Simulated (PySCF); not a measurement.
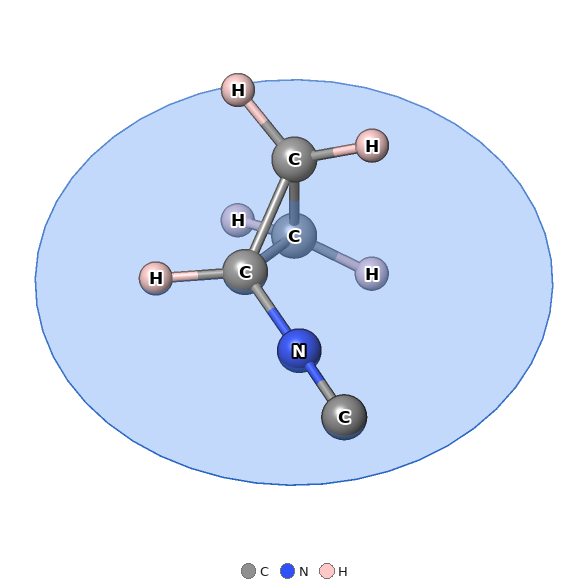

All proper rotation axes (lines) and mirror planes (discs) of the structure are drawn in. Distant atoms are faded towards the background colour. The geometry was computed by an optimisation with PBE0-D3(BJ)/def2-SVP. No frequency run is at hand to confirm it as a minimum.

### Name the symmetry elements and the point group.

It has 1 mirror plane. Point group Cs. The group has 2 operations. The geometry is achiral, and symmetry allows a dipole moment.
